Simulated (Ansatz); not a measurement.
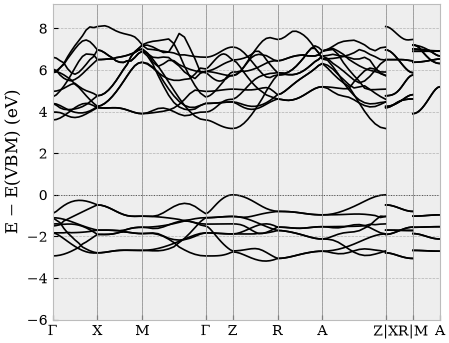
Fig. 1. Band structure from DFT-r²SCAN in the program Ansatz with PAW potentials

Question: Read off the gap and where the band edges lie.

Answer: About 3.2 eV (3.19 eV by a search for the band edges); maximum at Z, minimum at Z.

The material is BaHI in space group P4/nmm (No. 129; Ba on 2c, H on 2a, I on 2c).

The workflow started from a Materials Project entry (that database holds measured and hypothetical structures alike); the Crystallography Open Database files this formula in space group No. 129, but the cells were not matched. Its standing as an ambient phase is unchecked. The cell was relaxed with r²SCAN under the symmetry of its start; of distortions, only those at the zone centre were tested. Scalar-relativistic: spin–orbit coupling is off unless named, which matters more the heavier the elements.

Potentials: the later of the program's two PAW sets.
